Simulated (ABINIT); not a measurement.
# Quasiparticle gap of K2NaYF6 (Fm-3m) in ABINIT

How does a plane-wave GW calculation on K2NaYF6 (Fm-3m) run from the first input to the gap?

Calculated with ABINIT 10.8.3; PBEsol and many-body steps on it, plane waves.

**1. Starting point**

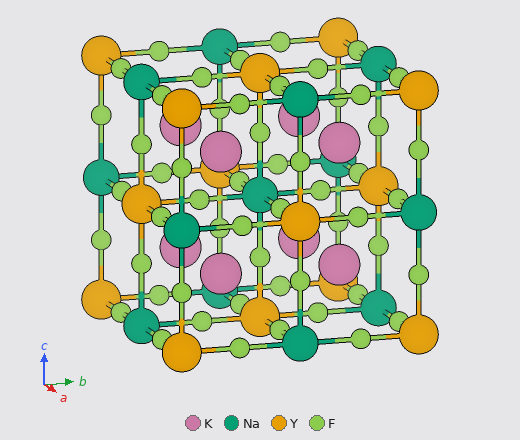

The cell as given, slightly off an axis (potassium pink, sodium teal, yttrium orange, fluorine green). This picture shows the conventional cell, with its axes. Some periodic images of atoms are drawn too.

The cell and positions are those that the Materials Project relaxed with its own functionals (PBE, PBE+U or r2SCAN), kept fixed.

**2. Ground state**

This step: ABINIT 10.8.3; DFT, PBEsol, plane waves, norm-conserving pseudopotentials.

The ground-state density comes first.

run.abi reads:

```
acell 3*1.0 Angstrom
rprim 
  -0.000000000000 4.458286000000 4.458286000000
  4.458286000000 0.000000000000 4.458286000000
  4.458286000000 4.458286000000 0.000000000000
ntypat 4
znucl 19 11 39 9
natom 10
typat 1 1 2 3 4 4 4 4 4 4
xred 
  0.750000000000 0.750000000000 0.750000000000
  0.250000000000 0.250000000000 0.250000000000
  0.500000000000 0.500000000000 0.500000000000
  0.000000000000 -0.000000000000 0.000000000000
  0.755598000000 0.244402000000 0.244402000000
  0.244402000000 0.244402000000 0.755598000000
  0.244402000000 0.755598000000 0.755598000000
  0.244402000000 0.755598000000 0.244402000000
  0.755598000000 0.244402000000 0.755598000000
  0.755598000000 0.755598000000 0.244402000000
pp_dirpath "pseudos"
pseudos "K.upf, Na.upf, Y.upf, F.upf"
ecut 38
ngkpt 4 4 4
nshiftk 1
shiftk 0 0 0
kptopt 1
chksymbreak 0
nband 49
occopt 1
tolvrs 1e-10
nstep 60
prtwf 0
optforces 0
optstress 0
indata_prefix "in"
outdata_prefix "out"
tmpdata_prefix "tmp"
```

Launch:

```console
OMP_NUM_THREADS=1 mpirun -n 4 abinit run.abi > log
```

Numbers of over 12 decimals in the logs are rounded to 6 here.

The log of the run:

```text
.Version 10.8.3 of ABINIT. v10.8.2 released Aug 2026.

 Symmetries : space group Fm -3 m (#225); Bravais cF (face-center cubic)
================================================================================
 Values of the parameters that define the memory need of the present run
     intxc =       0    ionmov =       0      iscf =       7    lmnmax =       6
     lnmax =       6     mgfft =      72  mpssoang =       3    mqgrid =    3001
     natom =      10  nloc_mem =       1    nspden =       1   nspinor =       1
    nsppol =       1      nsym =      48    n1xccc =    2501    ntypat =       4
    occopt =       1   xclevel =       2
-    mband =          49        mffmem =           1         mkmem =           2
       mpw =       13415          nfft =      373248          nkpt =           8
================================================================================
  Rough estimation (10% accuracy) of disk space for files :
================================================================================

--------------------------------------------------------------------------------
------------- Echo of variables that govern the present computation ------------
--------------------------------------------------------------------------------
 -outvars: echo values of preprocessed input variables --------
            acell      1.8897261259E+00  1.8897261259E+00  1.8897261259E+00 Bohr

      chksymbreak           0
             ecut      3.80000000E+01 Hartree
-          fftalg         312

              ixc     -116133
              kpt      0.00000000E+00  0.00000000E+00  0.00000000E+00
                       2.50000000E-01  0.00000000E+00  0.00000000E+00
                       5.00000000E-01  0.00000000E+00  0.00000000E+00
                       2.50000000E-01  2.50000000E-01  0.00000000E+00
                       5.00000000E-01  2.50000000E-01  0.00000000E+00
                      -2.50000000E-01  2.50000000E-01  0.00000000E+00
                       5.00000000E-01  5.00000000E-01  0.00000000E+00
                      -2.50000000E-01  5.00000000E-01  2.50000000E-01
         kptrlatt        4    0    0      0    4    0      0    0    4
          kptrlen      4.76586550E+01
P           mkmem           2
            natom          10
            nband          49
            ngfft          72      72      72
             nkpt           8
            nstep          60
             nsym          48
           ntypat           4
              occ      2.000000  2.000000  2.000000  2.000000  2.000000  2.000000
                       2.000000  2.000000  2.000000  2.000000  2.000000  2.000000
                       2.000000  2.000000  2.000000  2.000000  2.000000  2.000000
                       2.000000  2.000000  2.000000  2.000000  2.000000  2.000000
                       2.000000  2.000000  2.000000  2.000000  2.000000  2.000000
                       2.000000  2.000000  2.000000  2.000000  2.000000  2.000000
                       2.000000  2.000000  2.000000  2.000000  0.000000  0.000000
                       0.000000  0.000000  0.000000  0.000000  0.000000  0.000000
                       0.000000
        optforces           0
        optstress           0
            prtwf           0
            rprim     -0.0000000000E+00  4.4582860000E+00  4.4582860000E+00
                       4.4582860000E+00  0.0000000000E+00  4.4582860000E+00
                       4.4582860000E+00  4.4582860000E+00  0.0000000000E+00
          spgroup         225

           tolvrs      1.00000000E-10

             xred      7.5000000000E-01  7.5000000000E-01  7.5000000000E-01
                       2.5000000000E-01  2.5000000000E-01  2.5000000000E-01
[...]
znucl       19.00000   11.00000   39.00000    9.00000

================================================================================

 chkinp: Checking input parameters for consistency.

================================================================================
== DATASET  1 ==================================================================
-   mpi_nproc: 4, omp_nthreads: 1 (-1 if OMP is not activated)

--- !DatasetInfo
iteration_state: {dtset: 1, }
dimensions: {natom: 10, nkpt: 8, mband: 49, nsppol: 1, nspinor: 1, nspden: 1, mpw: 13415, }
cutoff_energies: {ecut:  38.0, pawecutdg:  -1.0, }
electrons: {nelect:   8.00000000E+01, charge:   0.00000000E+00, occopt:   1.00000000E+00, tsmear:   1.00000000E-02, }

 Real(R)+Recip(G) space primitive vectors, cartesian coordinates (Bohr,Bohr^-1):
 R(1)=  0.0000000  8.4249395  8.4249395  G(1)= -0.0593476  0.0593476  0.0593476
 R(2)=  8.4249395  0.0000000  8.4249395  G(2)=  0.0593476 -0.0593476  0.0593476
 R(3)=  8.4249395  8.4249395  0.0000000  G(3)=  0.0593476  0.0593476 -0.0593476
 Unit cell volume ucvol=  1.1959978E+03 bohr^3
 Angles (23,13,12)=  6.00000000E+01  6.00000000E+01  6.00000000E+01 degrees

 getcut: wavevector=  0.0000  0.0000  0.0000  ngfft=  72  72  72
         ecut(hartree)=     38.000   => boxcut(ratio)=   2.17768

--- Pseudopotential description ------------------------------------------------
- K Generated using ONCVPSP code by D. R. Hamann
- 19.00000   9.00000  180301                  znucl, zion, pspdat
12 -116133 2 -1 2250                          pspcod,pspxc,lmax,lloc,mmax
     nproj     2     2     2
  pspatm : epsatm=    8.32504554
[...]
--- l  ekb(1:nproj) -->
[...]
2   -2.394754
 pspatm: atomic psp has been read  and splines computed

   5.91333182E+03                                ecore*ucvol(ha*bohr**3)
--------------------------------------------------------------------------------

_setup2: Arith. and geom. avg. npw (full set) are   13382.516   13382.478

================================================================================

--- !BeginCycle
iteration_state: {dtset: 1, }
solver: {iscf: 7, nstep: 60, nline: 4, wfoptalg: 0, }
tolerances: {tolvrs: 1.00E-10, }

     iter   Etot(hartree)      deltaE(h)  residm     vres2
 ETOT  1  -293.87615320848    -2.939E+02 1.950E-01 2.132E+03
 ETOT  2  -294.04393884686    -1.678E-01 3.448E-02 1.713E+03
 ETOT  3  -294.44052997989    -3.966E-01 1.184E-02 1.644E+02
 ETOT  4  -294.45699974673    -1.647E-02 3.738E-03 7.414E+00
 ETOT  5  -294.45718862294    -1.889E-04 3.252E-03 1.096E+00
 ETOT  6  -294.45723023819    -4.162E-05 5.890E-04 2.304E-01
 ETOT  7  -294.45723959236    -9.354E-06 4.401E-04 2.509E-02
 ETOT  8  -294.45724078104    -1.189E-06 2.200E-04 5.568E-04
 ETOT  9  -294.45724079790    -1.686E-08 2.021E-04 3.326E-05
 ETOT 10  -294.45724079881    -9.111E-10 8.328E-05 1.811E-06
 ETOT 11  -294.45724079890    -8.134E-11 9.327E-05 2.812E-07
 ETOT 12  -294.45724079893    -3.223E-11 3.733E-05 1.150E-08
 ETOT 13  -294.45724079890     2.905E-11 4.248E-05 2.362E-10
 ETOT 14  -294.45724079893    -2.660E-11 1.668E-05 1.552E-11

 At SCF step   14       vres2   =  1.55E-11 < tolvrs=  1.00E-10 =>converged.

--- !ResultsGS
iteration_state: {dtset: 1, }
comment   : Summary of ground state results
lattice_vectors:
- [ -0.0000000,   8.4249395,   8.4249395, ]
- [  8.4249395,   0.0000000,   8.4249395, ]
- [  8.4249395,   8.4249395,   0.0000000, ]
lattice_lengths: [  11.91466,   11.91466,   11.91466, ]
lattice_angles: [ 60.000,  60.000,  60.000, ] # degrees, (23, 13, 12)
lattice_volume:   1.1959978E+03
convergence: {deltae: -2.660E-11, res2:  1.552E-11, residm:  1.668E-05, diffor:  0.000E+00, }
etotal    :  -2.94457241E+02
entropy   :   0.00000000E+00
fermie    :  -2.83630979E-02
cartesian_stress_tensor: null
pressure_GPa: null
xred      :
- [  7.5000E-01,   7.5000E-01,   7.5000E-01,  K]
- [  2.5000E-01,   2.5000E-01,   2.5000E-01,  K]
- [  5.0000E-01,   5.0000E-01,   5.0000E-01, Na]
- [  0.0000E+00,   0.0000E+00,   0.0000E+00,  Y]
- [  7.5560E-01,   2.4440E-01,   2.4440E-01,  F]
- [  2.4440E-01,   2.4440E-01,   7.5560E-01,  F]
- [  2.4440E-01,   7.5560E-01,   7.5560E-01,  F]
- [  2.4440E-01,   7.5560E-01,   2.4440E-01,  F]
- [  7.5560E-01,   2.4440E-01,   7.5560E-01,  F]
- [  7.5560E-01,   7.5560E-01,   2.4440E-01,  F]
cartesian_forces: null
force_length_stats: {min: null, max: null, mean: null, }

 Integrated electronic density in atomic spheres:
 ------------------------------------------------
 Atom  Sphere_radius  Integrated_density
[...]
================================================================================

 ----iterations are completed or convergence reached----

 Mean square residual over all n,k,spin=   86.316E-09; max=  16.678E-06
 reduced coordinates (array xred) for   10 atoms
[...]
0.244402000000      0.244402000000      0.755598000000
       0.244402000000      0.755598000000      0.755598000000
       0.244402000000      0.755598000000      0.244402000000
       0.755598000000      0.244402000000      0.755598000000
       0.755598000000      0.755598000000      0.244402000000
 rms dE/dt=  0.0000E+00; max dE/dt=  0.0000E+00; dE/dt below (all hartree)
    1       0.000000000000      0.000000000000      0.000000000000
    2       0.000000000000      0.000000000000      0.000000000000
    3       0.000000000000      0.000000000000      0.000000000000
    4       0.000000000000      0.000000000000      0.000000000000
    5       0.000000000000      0.000000000000      0.000000000000
    6       0.000000000000      0.000000000000      0.000000000000
    7       0.000000000000      0.000000000000      0.000000000000
    8       0.000000000000      0.000000000000      0.000000000000
    9       0.000000000000      0.000000000000      0.000000000000
   10       0.000000000000      0.000000000000      0.000000000000

 cartesian coordinates (angstrom) at end:
[...]
6      4.458286     4.458286     2.179228
    7      6.737344     4.458286     4.458286
    8      4.458286     2.179228     4.458286
    9      4.458286     6.737344     4.458286
   10      4.458286     4.458286     6.737344
 length scales=  1.889726125908  1.889726125908  1.889726125908 bohr
              =  1.000000000000  1.000000000000  1.000000000000 angstroms
 prteigrs : about to open file out_EIG
 Fermi (or HOMO) energy (hartree) =  -0.02836   Average Vxc (hartree)=  -0.31777
 Eigenvalues (hartree) for nkpt=   8  k points:
 kpt#   1, nband= 49, wtk=  0.01563, kpt=  0.0000  0.0000  0.0000 (reduced coord)
  -1.72333   -1.42182   -0.99764   -0.99727   -0.76163   -0.76163   -0.76163   -0.72917
  -0.72544   -0.72544   -0.69882   -0.69882   -0.69882   -0.64889   -0.64889   -0.64889
  -0.39410   -0.39410   -0.39410   -0.39198   -0.39198   -0.39198   -0.09472   -0.07924
  -0.07924   -0.07832   -0.07832   -0.07832   -0.06070   -0.06070   -0.06070   -0.04304
  -0.04304   -0.04304   -0.03568   -0.03568   -0.03568   -0.02836   -0.02836   -0.02836
   0.19805    0.27580    0.27580    0.27580    0.31258    0.31258    0.33170    0.33170
   0.33170
 prteigrs : prtvol=0 or 1, do not print more k-points.

--- !EnergyTerms
iteration_state     : {dtset: 1, }
comment             : Components of total free energy in Hartree
kinetic             :  1.56603249880618E+02
hartree             :  9.15189618212532E+01
xc                  : -6.00296116826013E+01
Ewald energy        : -1.78498301338636E+02
psp_core            :  4.94426655949022E+00
local_psp           : -2.91217039054184E+02
non_local_psp       : -1.77787669848655E+01
total_energy        : -2.94457240798925E+02
total_energy_eV     : -8.01258971230539E+03
band_energy         : -3.40432612326153E+01

== END DATASET(S) ==============================================================
================================================================================

 -outvars: echo values of variables after computation  --------
           etotal     -2.9445724080E+02
            nband          49
             nkpt           8
          spgroup         225
 [... the other variables as echoed above ...]

 Calculation completed.
```

It took 96 s on 4 MPI ranks of Arm Neoverse V2, shared host; peak memory 0.79 GiB.

This step gave:

```yaml
total_energy: -8012.5897 eV
gap: 6.161 eV
k_of_the_valence_top: 0, 0, 0
k_of_the_conduction_bottom: 0, 0, 0
least_direct_gap: 6.161 eV
```

The gap is direct, at Γ.

**3. Empty states on the mesh, 2×2×2 mesh, 279 bands**

The sums over transitions need many empty states on a uniform mesh; this step solves for them.

run.abi: that of step 2 with these lines changed.

```diff
@@ -23,3 +23,3 @@
 ecut 38
-ngkpt 4 4 4
+ngkpt 2 2 2
 nshiftk 1
@@ -28,9 +28,10 @@
 chksymbreak 0
-nband 49
-occopt 1
-tolvrs 1e-10
+iscf -2
+irdden 1
+istwfk *1
+nband 279
+nbdbuf 24
+tolwfr 1e-09
 nstep 60
-prtwf 0
-optforces 0
-optstress 0
+prtvol 0
 indata_prefix "in"
```

Launch:

```console
OMP_NUM_THREADS=1 mpirun -n 3 abinit run.abi > log
```

The log of the run:

```text
.Version 10.8.3 of ABINIT. v10.8.2 released Aug 2026.

 Symmetries : space group Fm -3 m (#225); Bravais cF (face-center cubic)
[... echo of the input left out ...]
== DATASET  1 ==================================================================
-   mpi_nproc: 3, omp_nthreads: 1 (-1 if OMP is not activated)

--- !DatasetInfo
iteration_state: {dtset: 1, }
dimensions: {natom: 10, nkpt: 3, mband: 279, nsppol: 1, nspinor: 1, nspden: 1, mpw: 13424, }
cutoff_energies: {ecut:  38.0, pawecutdg:  -1.0, }
electrons: {nelect:   8.00000000E+01, charge:   0.00000000E+00, occopt:   1.00000000E+00, tsmear:   1.00000000E-02, }

 Real(R)+Recip(G) space primitive vectors, cartesian coordinates (Bohr,Bohr^-1):
 R(1)=  0.0000000  8.4249395  8.4249395  G(1)= -0.0593476  0.0593476  0.0593476
 R(2)=  8.4249395  0.0000000  8.4249395  G(2)=  0.0593476 -0.0593476  0.0593476
 R(3)=  8.4249395  8.4249395  0.0000000  G(3)=  0.0593476  0.0593476 -0.0593476
 Unit cell volume ucvol=  1.1959978E+03 bohr^3
 Angles (23,13,12)=  6.00000000E+01  6.00000000E+01  6.00000000E+01 degrees

 getcut: wavevector=  0.0000  0.0000  0.0000  ngfft=  72  72  72
         ecut(hartree)=     38.000   => boxcut(ratio)=   2.17768

--- Pseudopotential description ------------------------------------------------
- K Generated using ONCVPSP code by D. R. Hamann
- 19.00000   9.00000  180301                  znucl, zion, pspdat
12 -116133 2 -1 2250                          pspcod,pspxc,lmax,lloc,mmax
     nproj     2     2     2
  pspatm : epsatm=    8.32504554
         --- l  ekb(1:nproj) -->
             0   10.921326    0.816676
             1    4.431000    0.560368
             2   -3.384038   -1.043186
 pspatm: atomic psp has been read  and splines computed

- Na Generated using ONCVPSP code by D. R. Hamann
- 11.00000   9.00000  180301                  znucl, zion, pspdat
12 -116133 1 -1 2016                          pspcod,pspxc,lmax,lloc,mmax
     nproj     2     2     0
  pspatm : epsatm=    9.32918808
         --- l  ekb(1:nproj) -->
[...]
pspatm: atomic psp has been read  and splines computed

- Y Generated using ONCVPSP code by D. R. Hamann
- 39.00000  11.00000  180301                  znucl, zion, pspdat
12 -116133 2 -1 1746                          pspcod,pspxc,lmax,lloc,mmax
     nproj     2     2     2
  pspatm : epsatm=   18.54790575
         --- l  ekb(1:nproj) -->
[...]
pspatm: atomic psp has been read  and splines computed

- F Generated using ONCVPSP code by D. R. Hamann
-  9.00000   7.00000  180301                  znucl, zion, pspdat
12 -116133 2 -1 832                           pspcod,pspxc,lmax,lloc,mmax
     nproj     2     2     1
  pspatm : epsatm=    4.89824381
         --- l  ekb(1:nproj) -->
[...]
2   -2.394754
 pspatm: atomic psp has been read  and splines computed

[...]
-7.6163E-01 -7.2917E-01 -7.2544E-01 -7.2544E-01 -6.9882E-01 -6.9882E-01
 -6.9882E-01 -6.4889E-01 -6.4889E-01 -6.4889E-01 -3.9410E-01 -3.9410E-01
[...]
2.4047E+00  2.4184E+00  2.4184E+00  2.4184E+00  2.4235E+00  2.4244E+00
  2.4244E+00  2.4244E+00  2.4315E+00  2.4315E+00  2.4381E+00  2.4880E+00
[...]
prteigrs : prtvol=0 or 1, do not print more k-points.

--- !ResultsGS
iteration_state: {dtset: 1, }
comment   : Summary of ground state results
lattice_vectors:
- [ -0.0000000,   8.4249395,   8.4249395, ]
- [  8.4249395,   0.0000000,   8.4249395, ]
- [  8.4249395,   8.4249395,   0.0000000, ]
lattice_lengths: [  11.91466,   11.91466,   11.91466, ]
lattice_angles: [ 60.000,  60.000,  60.000, ] # degrees, (23, 13, 12)
lattice_volume:   1.1959978E+03
convergence: {deltae:  0.000E+00, res2:  0.000E+00, residm:  9.975E-10, diffor:  0.000E+00, }
etotal    :  -2.94457241E+02
entropy   :   0.00000000E+00
fermie    :  -2.83630979E-02
cartesian_stress_tensor: null
pressure_GPa: null
xred      :
- [  7.5000E-01,   7.5000E-01,   7.5000E-01,  K]
- [  2.5000E-01,   2.5000E-01,   2.5000E-01,  K]
- [  5.0000E-01,   5.0000E-01,   5.0000E-01, Na]
- [  0.0000E+00,   0.0000E+00,   0.0000E+00,  Y]
- [  7.5560E-01,   2.4440E-01,   2.4440E-01,  F]
- [  2.4440E-01,   2.4440E-01,   7.5560E-01,  F]
- [  2.4440E-01,   7.5560E-01,   7.5560E-01,  F]
- [  2.4440E-01,   7.5560E-01,   2.4440E-01,  F]
- [  7.5560E-01,   2.4440E-01,   7.5560E-01,  F]
- [  7.5560E-01,   7.5560E-01,   2.4440E-01,  F]
cartesian_forces: null
force_length_stats: {min: null, max: null, mean: null, }

 Integrated electronic density in atomic spheres:
 ------------------------------------------------
 Atom  Sphere_radius  Integrated_density
[...]
================================================================================

 ----iterations are completed or convergence reached----

 Mean square residual over all n,k,spin=   51.582E-11; max=  99.745E-11
 reduced coordinates (array xred) for   10 atoms
[...]
0.755598000000      0.244402000000      0.755598000000
       0.755598000000      0.755598000000      0.244402000000

 cartesian coordinates (angstrom) at end:
    1      6.687429     6.687429     6.687429
    2      2.229143     2.229143     2.229143
    3      4.458286     4.458286     4.458286
[...]
9      4.458286     6.737344     4.458286
   10      4.458286     4.458286     6.737344
 length scales=  1.889726125908  1.889726125908  1.889726125908 bohr
              =  1.000000000000  1.000000000000  1.000000000000 angstroms
 prteigrs : about to open file out_EIG
 Eigenvalues (hartree) for nkpt=   3  k points:
 kpt#   1, nband=279, wtk=  0.12500, kpt=  0.0000  0.0000  0.0000 (reduced coord)
[...]
2.37152    2.37152    2.37152    2.39933    2.39933    2.39933    2.40470    2.40470
   2.40470    2.41840    2.41840    2.41840    2.42350    2.42437    2.42437    2.42437
   2.43149    2.43149    2.43811    2.48798    2.48901    2.49101    2.50012
 prteigrs : prtvol=0 or 1, do not print more k-points.

== END DATASET(S) ==============================================================
================================================================================

 -outvars: echo values of variables after computation  --------
            nband         279
             nkpt           3
          spgroup         225
 [... the other variables as echoed above ...]

 Calculation completed.
```

Wall time 3.4 min (3 MPI ranks); peak memory 0.53 GiB; 10 min of CPU time.

This step gave:

| Quantity | Value |
| --- | --- |
| gap | 6.161 eV |
| k of the valence top | 0, 0, 0 |
| k of the conduction bottom | 0, 0, 0 |
| least direct gap | 6.161 eV |
| k points computed | 3 |
| lowest point of the top converged band, above the valence top | 64.4227 eV |

On this mesh the gap is 6.161 eV.

[end of part 1 of 2]

[Paths, hosts, dates, memory and timing lines, banners, echoed tables and standing remarks are left out of the program output.]

[Logs are printed without paths, hosts, clocks, repeated set-up lines and the standing remarks that a program may print on its own settings, such as how far it seeks lower states.]

[Runs of the session that timed out or met a known fault of the program may be left out.]

[Hosts, paths, dates, database ids (printed as entryN), source tags and the programs' standing remarks are cut or masked in the printed files.]

[G0W0 gaps are taken among the corrected bands and points alone; a level outside them can change the order at an edge.]

[Where Ansatz stands beside ABINIT at settings called matched, ABINIT's density can come from a denser mesh and the files from another edition; pairs whose starting gaps differed by over 0.03 eV were left out, so agreement reads better than it is.]
